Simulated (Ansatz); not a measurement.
# Molecular dynamics of WH4F2 (part 2 of 4)

WH4F2; RKS BLYP-D4/def2-SVP (Ansatz 0.2.0). It belongs to a series of runs on one base structure; here: dynamics from the start.

Geometry of the input (Å):
```
W  -0.3402  0.0000  0.3402
F  0.4092  0.0000  2.0891
H  1.3145  0.0000  -0.0364
H  0.2696  1.4489  -0.2696
F  -2.0891  0.0000  -0.4092
H  0.2696  -1.4489  -0.2696
H  0.0364  0.0000  -1.3145
```

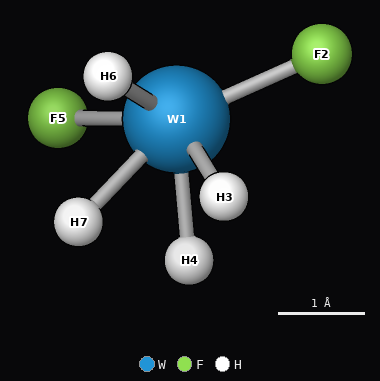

Fig. 1: The geometry at step 122 of the log (ball-and-stick view, seen at a tilt; atoms are numbered from 1 in the order of the input).

What the program printed, continued
```
md step    74: t =    18.50 fs  T =   167.9 K (target 286.2 K)  F+E_penalty+E_count = -7319.90393957 eV  E_kin = 0.108482 eV  conserved = -7319.80073349 eV  (35 SCF iters, 5 dispersion substeps)
md step    75: t =    18.75 fs  T =   159.3 K (target 285.0 K)  F+E_penalty+E_count = -7319.89817010 eV  E_kin = 0.102925 eV  conserved = -7319.80071755 eV  (35 SCF iters, 5 dispersion substeps)
md step    76: t =    19.00 fs  T =   150.6 K (target 283.8 K)  F+E_penalty+E_count = -7319.89236055 eV  E_kin = 0.097320 eV  conserved = -7319.80070151 eV  (35 SCF iters, 5 dispersion substeps)
md step    77: t =    19.25 fs  T =   142.2 K (target 282.6 K)  F+E_penalty+E_count = -7319.88676816 eV  E_kin = 0.091923 eV  conserved = -7319.80068578 eV  (35 SCF iters, 5 dispersion substeps)
md step    78: t =    19.50 fs  T =   134.6 K (target 281.4 K)  F+E_penalty+E_count = -7319.88164384 eV  E_kin = 0.086987 eV  conserved = -7319.80067111 eV  (35 SCF iters, 5 dispersion substeps)
md step    79: t =    19.75 fs  T =   128.0 K (target 280.3 K)  F+E_penalty+E_count = -7319.87722155 eV  E_kin = 0.082744 eV  conserved = -7319.80065814 eV  (35 SCF iters, 5 dispersion substeps)
md step    80: t =    20.00 fs  T =   122.9 K (target 279.1 K)  F+E_penalty+E_count = -7319.87370848 eV  E_kin = 0.079404 eV  conserved = -7319.80064742 eV  (35 SCF iters, 5 dispersion substeps)
md step    81: t =    20.25 fs  T =   119.4 K (target 277.9 K)  F+E_penalty+E_count = -7319.87127604 eV  E_kin = 0.077138 eV  conserved = -7319.80063944 eV  (34 SCF iters, 5 dispersion substeps)
md step    82: t =    20.50 fs  T =   117.7 K (target 276.7 K)  F+E_penalty+E_count = -7319.87005218 eV  E_kin = 0.076077 eV  conserved = -7319.80063456 eV  (35 SCF iters, 5 dispersion substeps)
md step    83: t =    20.75 fs  T =   118.1 K (target 275.5 K)  F+E_penalty+E_count = -7319.87011561 eV  E_kin = 0.076301 eV  conserved = -7319.80063300 eV  (36 SCF iters, 5 dispersion substeps)
md step    84: t =    21.00 fs  T =   120.4 K (target 274.3 K)  F+E_penalty+E_count = -7319.87149235 eV  E_kin = 0.077839 eV  conserved = -7319.80063482 eV  (36 SCF iters, 5 dispersion substeps)
md step    85: t =    21.25 fs  T =   124.8 K (target 273.1 K)  F+E_penalty+E_count = -7319.87415463 eV  E_kin = 0.080667 eV  conserved = -7319.80063991 eV  (36 SCF iters, 5 dispersion substeps)
md step    86: t =    21.50 fs  T =   131.1 K (target 271.9 K)  F+E_penalty+E_count = -7319.87802237 eV  E_kin = 0.084708 eV  conserved = -7319.80064802 eV  (35 SCF iters, 5 dispersion substeps)
md step    87: t =    21.75 fs  T =   139.0 K (target 270.7 K)  F+E_penalty+E_count = -7319.88296712 eV  E_kin = 0.089835 eV  conserved = -7319.80065876 eV  (35 SCF iters, 5 dispersion substeps)
md step    88: t =    22.00 fs  T =   148.4 K (target 269.5 K)  F+E_penalty+E_count = -7319.88881789 eV  E_kin = 0.095881 eV  conserved = -7319.80067152 eV  (35 SCF iters, 5 dispersion substeps)
md step    89: t =    22.25 fs  T =   158.8 K (target 268.3 K)  F+E_penalty+E_count = -7319.89536926 eV  E_kin = 0.102644 eV  conserved = -7319.80068595 eV  (35 SCF iters, 5 dispersion substeps)
md step    90: t =    22.50 fs  T =   170.0 K (target 267.1 K)  F+E_penalty+E_count = -7319.90238966 eV  E_kin = 0.109893 eV  conserved = -7319.80070133 eV  (35 SCF iters, 5 dispersion substeps)
md step    91: t =    22.75 fs  T =   181.6 K (target 265.9 K)  F+E_penalty+E_count = -7319.90963130 eV  E_kin = 0.117382 eV  conserved = -7319.80071707 eV  (31 SCF iters, 5 dispersion substeps)
md step    92: t =    23.00 fs  T =   193.2 K (target 264.7 K)  F+E_penalty+E_count = -7319.91683980 eV  E_kin = 0.124858 eV  conserved = -7319.80073256 eV  (35 SCF iters, 5 dispersion substeps)
md step    93: t =    23.25 fs  T =   204.3 K (target 263.5 K)  F+E_penalty+E_count = -7319.92376355 eV  E_kin = 0.132069 eV  conserved = -7319.80074726 eV  (35 SCF iters, 5 dispersion substeps)
md step    94: t =    23.50 fs  T =   214.7 K (target 262.3 K)  F+E_penalty+E_count = -7319.93016251 eV  E_kin = 0.138776 eV  conserved = -7319.80076069 eV  (36 SCF iters, 5 dispersion substeps)
md step    95: t =    23.75 fs  T =   224.0 K (target 261.1 K)  F+E_penalty+E_count = -7319.93581605 eV  E_kin = 0.144756 eV  conserved = -7319.80077243 eV  (34 SCF iters, 5 dispersion substeps)
md step    96: t =    24.00 fs  T =   231.8 K (target 259.9 K)  F+E_penalty+E_count = -7319.94052950 eV  E_kin = 0.149813 eV  conserved = -7319.80078190 eV  (34 SCF iters, 5 dispersion substeps)
md step    97: t =    24.25 fs  T =   237.9 K (target 258.7 K)  F+E_penalty+E_count = -7319.94414074 eV  E_kin = 0.153781 eV  conserved = -7319.80078934 eV  (34 SCF iters, 5 dispersion substeps)
md step    98: t =    24.50 fs  T =   242.2 K (target 257.5 K)  F+E_penalty+E_count = -7319.94652308 eV  E_kin = 0.156533 eV  conserved = -7319.80079418 eV  (36 SCF iters, 5 dispersion substeps)
md step    99: t =    24.75 fs  T =   244.4 K (target 256.3 K)  F+E_penalty+E_count = -7319.94759000 eV  E_kin = 0.157979 eV  conserved = -7319.80079654 eV  (36 SCF iters, 5 dispersion substeps)
md step   100: t =    25.00 fs  T =   244.6 K (target 255.1 K)  F+E_penalty+E_count = -7319.94729650 eV  E_kin = 0.158069 eV  conserved = -7319.80079630 eV  (35 SCF iters, 5 dispersion substeps)
md step   101: t =    25.25 fs  T =   242.6 K (target 253.9 K)  F+E_penalty+E_count = -7319.94564034 eV  E_kin = 0.156799 eV  conserved = -7319.80079336 eV  (35 SCF iters, 5 dispersion substeps)
md step   102: t =    25.50 fs  T =   238.6 K (target 252.7 K)  F+E_penalty+E_count = -7319.94266232 eV  E_kin = 0.154207 eV  conserved = -7319.80078783 eV  (35 SCF iters, 5 dispersion substeps)
md step   103: t =    25.75 fs  T =   232.7 K (target 251.5 K)  F+E_penalty+E_count = -7319.93844486 eV  E_kin = 0.150370 eV  conserved = -7319.80077977 eV  (35 SCF iters, 5 dispersion substeps)
md step   104: t =    26.00 fs  T =   225.0 K (target 250.3 K)  F+E_penalty+E_count = -7319.93311014 eV  E_kin = 0.145409 eV  conserved = -7319.80076958 eV  (36 SCF iters, 5 dispersion substeps)
md step   105: t =    26.25 fs  T =   215.8 K (target 249.1 K)  F+E_penalty+E_count = -7319.92681622 eV  E_kin = 0.139479 eV  conserved = -7319.80075746 eV  (36 SCF iters, 5 dispersion substeps)
md step   106: t =    26.50 fs  T =   205.4 K (target 247.9 K)  F+E_penalty+E_count = -7319.91975275 eV  E_kin = 0.132766 eV  conserved = -7319.80074376 eV  (34 SCF iters, 5 dispersion substeps)
md step   107: t =    26.75 fs  T =   194.2 K (target 246.7 K)  F+E_penalty+E_count = -7319.91213515 eV  E_kin = 0.125486 eV  conserved = -7319.80072890 eV  (35 SCF iters, 5 dispersion substeps)
md step   108: t =    27.00 fs  T =   182.4 K (target 245.5 K)  F+E_penalty+E_count = -7319.90419776 eV  E_kin = 0.117869 eV  conserved = -7319.80071339 eV  (34 SCF iters, 5 dispersion substeps)
md step   109: t =    27.25 fs  T =   170.4 K (target 244.3 K)  F+E_penalty+E_count = -7319.89618604 eV  E_kin = 0.110161 eV  conserved = -7319.80069774 eV  (31 SCF iters, 5 dispersion substeps)
md step   110: t =    27.50 fs  T =   158.8 K (target 243.2 K)  F+E_penalty+E_count = -7319.88834806 eV  E_kin = 0.102609 eV  conserved = -7319.80068253 eV  (33 SCF iters, 5 dispersion substeps)
md step   111: t =    27.75 fs  T =   147.7 K (target 242.0 K)  F+E_penalty+E_count = -7319.88092551 eV  E_kin = 0.095455 eV  conserved = -7319.80066831 eV  (34 SCF iters, 5 dispersion substeps)
md step   112: t =    28.00 fs  T =   137.6 K (target 240.8 K)  F+E_penalty+E_count = -7319.87414469 eV  E_kin = 0.088926 eV  conserved = -7319.80065556 eV  (34 SCF iters, 5 dispersion substeps)
md step   113: t =    28.25 fs  T =   128.8 K (target 239.6 K)  F+E_penalty+E_count = -7319.86820809 eV  E_kin = 0.083225 eV  conserved = -7319.80064489 eV  (34 SCF iters, 5 dispersion substeps)
md step   114: t =    28.50 fs  T =   121.5 K (target 238.4 K)  F+E_penalty+E_count = -7319.86328626 eV  E_kin = 0.078526 eV  conserved = -7319.80063665 eV  (33 SCF iters, 5 dispersion substeps)
md step   115: t =    28.75 fs  T =   116.0 K (target 237.2 K)  F+E_penalty+E_count = -7319.85951148 eV  E_kin = 0.074962 eV  conserved = -7319.80063115 eV  (34 SCF iters, 5 dispersion substeps)
md step   116: t =    29.00 fs  T =   112.4 K (target 236.0 K)  F+E_penalty+E_count = -7319.85697275 eV  E_kin = 0.072625 eV  conserved = -7319.80062856 eV  (34 SCF iters, 5 dispersion substeps)
md step   117: t =    29.25 fs  T =   110.7 K (target 234.8 K)  F+E_penalty+E_count = -7319.85571267 eV  E_kin = 0.071562 eV  conserved = -7319.80062895 eV  (35 SCF iters, 5 dispersion substeps)
md step   118: t =    29.50 fs  T =   111.0 K (target 233.6 K)  F+E_penalty+E_count = -7319.85572646 eV  E_kin = 0.071772 eV  conserved = -7319.80063224 eV  (35 SCF iters, 5 dispersion substeps)
md step   119: t =    29.75 fs  T =   113.3 K (target 232.4 K)  F+E_penalty+E_count = -7319.85696293 eV  E_kin = 0.073205 eV  conserved = -7319.80063823 eV  (35 SCF iters, 5 dispersion substeps)
md step   120: t =    30.00 fs  T =   117.2 K (target 231.2 K)  F+E_penalty+E_count = -7319.85932748 eV  E_kin = 0.075773 eV  conserved = -7319.80064662 eV  (36 SCF iters, 5 dispersion substeps)
md step   121: t =    30.25 fs  T =   122.8 K (target 230.0 K)  F+E_penalty+E_count = -7319.86268682 eV  E_kin = 0.079344 eV  conserved = -7319.80065700 eV  (35 SCF iters, 5 dispersion substeps)
md step   122: t =    30.50 fs  T =   129.6 K (target 228.8 K)  F+E_penalty+E_count = -7319.86687513 eV  E_kin = 0.083756 eV  conserved = -7319.80066892 eV  (33 SCF iters, 5 dispersion substeps)
md step   123: t =    30.75 fs  T =   137.4 K (target 227.6 K)  F+E_penalty+E_count = -7319.87170112 eV  E_kin = 0.088821 eV  conserved = -7319.80068181 eV  (34 SCF iters, 5 dispersion substeps)
md step   124: t =    31.00 fs  T =   146.0 K (target 226.4 K)  F+E_penalty+E_count = -7319.87695620 eV  E_kin = 0.094333 eV  conserved = -7319.80069530 eV  (36 SCF iters, 5 dispersion substeps)
md step   125: t =    31.25 fs  T =   154.8 K (target 225.2 K)  F+E_penalty+E_count = -7319.88242206 eV  E_kin = 0.100074 eV  conserved = -7319.80070888 eV  (36 SCF iters, 5 dispersion substeps)
md step   126: t =    31.50 fs  T =   163.7 K (target 224.0 K)  F+E_penalty+E_count = -7319.88787869 eV  E_kin = 0.105825 eV  conserved = -7319.80072198 eV  (34 SCF iters, 5 dispersion substeps)
md step   127: t =    31.75 fs  T =   172.3 K (target 222.8 K)  F+E_penalty+E_count = -7319.89311199 eV  E_kin = 0.111373 eV  conserved = -7319.80073425 eV  (32 SCF iters, 5 dispersion substeps)
md step   128: t =    32.00 fs  T =   180.3 K (target 221.6 K)  F+E_penalty+E_count = -7319.89792026 eV  E_kin = 0.116516 eV  conserved = -7319.80074534 eV  (35 SCF iters, 5 dispersion substeps)
md step   129: t =    32.25 fs  T =   187.3 K (target 220.4 K)  F+E_penalty+E_count = -7319.90212014 eV  E_kin = 0.121067 eV  conserved = -7319.80075494 eV  (36 SCF iters, 5 dispersion substeps)
md step   130: t =    32.50 fs  T =   193.2 K (target 219.2 K)  F+E_penalty+E_count = -7319.90555139 eV  E_kin = 0.124867 eV  conserved = -7319.80076281 eV  (35 SCF iters, 5 dispersion substeps)
md step   131: t =    32.75 fs  T =   197.7 K (target 218.0 K)  F+E_penalty+E_count = -7319.90808092 eV  E_kin = 0.127778 eV  conserved = -7319.80076883 eV  (35 SCF iters, 5 dispersion substeps)
md step   132: t =    33.00 fs  T =   200.7 K (target 216.8 K)  F+E_penalty+E_count = -7319.90960569 eV  E_kin = 0.129695 eV  conserved = -7319.80077297 eV  (35 SCF iters, 5 dispersion substeps)
md step   133: t =    33.25 fs  T =   202.0 K (target 215.6 K)  F+E_penalty+E_count = -7319.91005446 eV  E_kin = 0.130544 eV  conserved = -7319.80077493 eV  (36 SCF iters, 5 dispersion substeps)
md step   134: t =    33.50 fs  T =   201.6 K (target 214.4 K)  F+E_penalty+E_count = -7319.90938970 eV  E_kin = 0.130284 eV  conserved = -7319.80077481 eV  (35 SCF iters, 5 dispersion substeps)
md step   135: t =    33.75 fs  T =   199.5 K (target 213.2 K)  F+E_penalty+E_count = -7319.90760770 eV  E_kin = 0.128907 eV  conserved = -7319.80077262 eV  (35 SCF iters, 5 dispersion substeps)
md step   136: t =    34.00 fs  T =   195.6 K (target 212.0 K)  F+E_penalty+E_count = -7319.90473875 eV  E_kin = 0.126440 eV  conserved = -7319.80076849 eV  (35 SCF iters, 5 dispersion substeps)
md step   137: t =    34.25 fs  T =   190.2 K (target 210.8 K)  F+E_penalty+E_count = -7319.90084608 eV  E_kin = 0.122943 eV  conserved = -7319.80076225 eV  (35 SCF iters, 5 dispersion substeps)
md step   138: t =    34.50 fs  T =   183.4 K (target 209.6 K)  F+E_penalty+E_count = -7319.89602540 eV  E_kin = 0.118510 eV  conserved = -7319.80075421 eV  (34 SCF iters, 5 dispersion substeps)
md step   139: t =    34.75 fs  T =   175.2 K (target 208.4 K)  F+E_penalty+E_count = -7319.89040245 eV  E_kin = 0.113261 eV  conserved = -7319.80074451 eV  (35 SCF iters, 5 dispersion substeps)
md step   140: t =    35.00 fs  T =   166.1 K (target 207.2 K)  F+E_penalty+E_count = -7319.88413079 eV  E_kin = 0.107350 eV  conserved = -7319.80073341 eV  (35 SCF iters, 5 dispersion substeps)
md step   141: t =    35.25 fs  T =   156.2 K (target 206.1 K)  F+E_penalty+E_count = -7319.87738825 eV  E_kin = 0.100951 eV  conserved = -7319.80072096 eV  (35 SCF iters, 5 dispersion substeps)
md step   142: t =    35.50 fs  T =   145.8 K (target 204.9 K)  F+E_penalty+E_count = -7319.87037343 eV  E_kin = 0.094262 eV  conserved = -7319.80070756 eV  (35 SCF iters, 5 dispersion substeps)
md step   143: t =    35.75 fs  T =   135.4 K (target 203.7 K)  F+E_penalty+E_count = -7319.86330039 eV  E_kin = 0.087495 eV  conserved = -7319.80069357 eV  (34 SCF iters, 5 dispersion substeps)
md step   144: t =    36.00 fs  T =   125.1 K (target 202.5 K)  F+E_penalty+E_count = -7319.85639280 eV  E_kin = 0.080875 eV  conserved = -7319.80067941 eV  (34 SCF iters, 5 dispersion substeps)
md step   145: t =    36.25 fs  T =   115.5 K (target 201.3 K)  F+E_penalty+E_count = -7319.84987728 eV  E_kin = 0.074627 eV  conserved = -7319.80066555 eV  (35 SCF iters, 5 dispersion substeps)
md step   146: t =    36.50 fs  T =   106.7 K (target 200.1 K)  F+E_penalty+E_count = -7319.84397576 eV  E_kin = 0.068975 eV  conserved = -7319.80065249 eV  (31 SCF iters, 5 dispersion substeps)
md step   147: t =    36.75 fs  T =    99.2 K (target 198.9 K)  F+E_penalty+E_count = -7319.83889738 eV  E_kin = 0.064130 eV  conserved = -7319.80064077 eV  (35 SCF iters, 5 dispersion substeps)
md step   148: t =    37.00 fs  T =    93.3 K (target 197.7 K)  F+E_penalty+E_count = -7319.83483013 eV  E_kin = 0.060281 eV  conserved = -7319.80063089 eV  (35 SCF iters, 5 dispersion substeps)
md step   149: t =    37.25 fs  T =    89.1 K (target 196.5 K)  F+E_penalty+E_count = -7319.83193260 eV  E_kin = 0.057591 eV  conserved = -7319.80062334 eV  (34 SCF iters, 5 dispersion substeps)
md step   150: t =    37.50 fs  T =    86.9 K (target 195.3 K)  F+E_penalty+E_count = -7319.83032632 eV  E_kin = 0.056184 eV  conserved = -7319.80061853 eV  (34 SCF iters, 5 dispersion substeps)
md step   151: t =    37.75 fs  T =    86.9 K (target 194.1 K)  F+E_penalty+E_count = -7319.83008919 eV  E_kin = 0.056143 eV  conserved = -7319.80061679 eV  (35 SCF iters, 5 dispersion substeps)
md step   152: t =    38.00 fs  T =    89.0 K (target 192.9 K)  F+E_penalty+E_count = -7319.83125053 eV  E_kin = 0.057501 eV  conserved = -7319.80061828 eV  (35 SCF iters, 5 dispersion substeps)
md step   153: t =    38.25 fs  T =    93.2 K (target 191.7 K)  F+E_penalty+E_count = -7319.83378806 eV  E_kin = 0.060241 eV  conserved = -7319.80062306 eV  (35 SCF iters, 5 dispersion substeps)
md step   154: t =    38.50 fs  T =    99.5 K (target 190.5 K)  F+E_penalty+E_count = -7319.83762708 eV  E_kin = 0.064294 eV  conserved = -7319.80063090 eV  (35 SCF iters, 5 dispersion substeps)
md step   155: t =    38.75 fs  T =   107.6 K (target 189.3 K)  F+E_penalty+E_count = -7319.84264259 eV  E_kin = 0.069538 eV  conserved = -7319.80064173 eV  (36 SCF iters, 5 dispersion substeps)
md step   156: t =    39.00 fs  T =   117.3 K (target 188.1 K)  F+E_penalty+E_count = -7319.84866289 eV  E_kin = 0.075808 eV  conserved = -7319.80065504 eV  (34 SCF iters, 5 dispersion substeps)
md step   157: t =    39.25 fs  T =   128.3 K (target 186.9 K)  F+E_penalty+E_count = -7319.85547633 eV  E_kin = 0.082895 eV  conserved = -7319.80067030 eV  (35 SCF iters, 5 dispersion substeps)
md step   158: t =    39.50 fs  T =   140.1 K (target 185.7 K)  F+E_penalty+E_count = -7319.86283963 eV  E_kin = 0.090559 eV  conserved = -7319.80068686 eV  (35 SCF iters, 5 dispersion substeps)
md step   159: t =    39.75 fs  T =   152.5 K (target 184.5 K)  F+E_penalty+E_count = -7319.87048772 eV  E_kin = 0.098537 eV  conserved = -7319.80070404 eV  (35 SCF iters, 5 dispersion substeps)
md step   160: t =    40.00 fs  T =   164.9 K (target 183.3 K)  F+E_penalty+E_count = -7319.87814447 eV  E_kin = 0.106556 eV  conserved = -7319.80072114 eV  (35 SCF iters, 5 dispersion substeps)
md step   161: t =    40.25 fs  T =   176.9 K (target 182.1 K)  F+E_penalty+E_count = -7319.88553393 eV  E_kin = 0.114338 eV  conserved = -7319.80073746 eV  (35 SCF iters, 5 dispersion substeps)
md step   162: t =    40.50 fs  T =   188.2 K (target 180.9 K)  F+E_penalty+E_count = -7319.89239136 eV  E_kin = 0.121618 eV  conserved = -7319.80075235 eV  (35 SCF iters, 5 dispersion substeps)
md step   163: t =    40.75 fs  T =   198.3 K (target 179.7 K)  F+E_penalty+E_count = -7319.89847359 eV  E_kin = 0.128151 eV  conserved = -7319.80076523 eV  (35 SCF iters, 5 dispersion substeps)
md step   164: t =    41.00 fs  T =   206.9 K (target 178.5 K)  F+E_penalty+E_count = -7319.90356832 eV  E_kin = 0.133722 eV  conserved = -7319.80077562 eV  (31 SCF iters, 5 dispersion substeps)
md step   165: t =    41.25 fs  T =   213.8 K (target 177.3 K)  F+E_penalty+E_count = -7319.90750191 eV  E_kin = 0.138153 eV  conserved = -7319.80078303 eV  (34 SCF iters, 5 dispersion substeps)
md step   166: t =    41.50 fs  T =   218.6 K (target 176.1 K)  F+E_penalty+E_count = -7319.91014603 eV  E_kin = 0.141311 eV  conserved = -7319.80078742 eV  (35 SCF iters, 5 dispersion substeps)
md step   167: t =    41.75 fs  T =   221.4 K (target 174.9 K)  F+E_penalty+E_count = -7319.91142140 eV  E_kin = 0.143112 eV  conserved = -7319.80078853 eV  (35 SCF iters, 5 dispersion substeps)
md step   168: t =    42.00 fs  T =   222.1 K (target 173.7 K)  F+E_penalty+E_count = -7319.91130067 eV  E_kin = 0.143523 eV  conserved = -7319.80078636 eV  (35 SCF iters, 5 dispersion substeps)
md step   169: t =    42.25 fs  T =   220.6 K (target 172.5 K)  F+E_penalty+E_count = -7319.90980895 eV  E_kin = 0.142564 eV  conserved = -7319.80078108 eV  (35 SCF iters, 5 dispersion substeps)
```
